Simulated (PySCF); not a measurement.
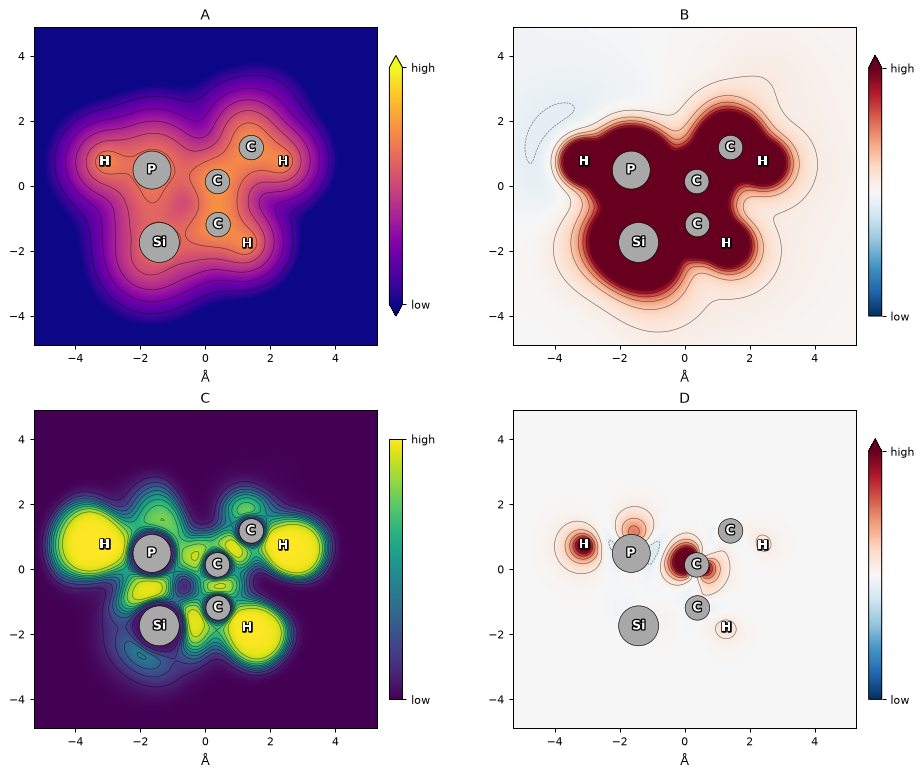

C4H10PSi (doublet): 4 fields on the plane of atoms C3, C4 and Si5, with unlabelled colour scales. Grey discs cover the atomic cores.

Geometry: GFN2-xTB.

Computed with UKS B3LYP, pcH-1 on C H P Si, non-relativistic, mean-field spin-orbit, GIAO in PySCF.

Question: Match the panels to the quantities (electron density, electron localisation function, electrostatic potential and spin density).

Answer: Panel A: electron density. Panel B: electrostatic potential (strongly positive close to the atoms and fading to about zero outside). Panel C: electron localisation function. Panel D: spin density (confined to the atoms that carry the unpaired spin). From the grid: C–C (1.32 Å): ρ is about 2.3 e/Å³ halfway; the ELF peaks at about 0.90 between the atoms; a short, multiple covalent bond. C–Si (1.89 Å): the density is about 0.91 e/Å³ at the midpoint; the ELF peaks at about 0.95 between the atoms; a shared electron pair.
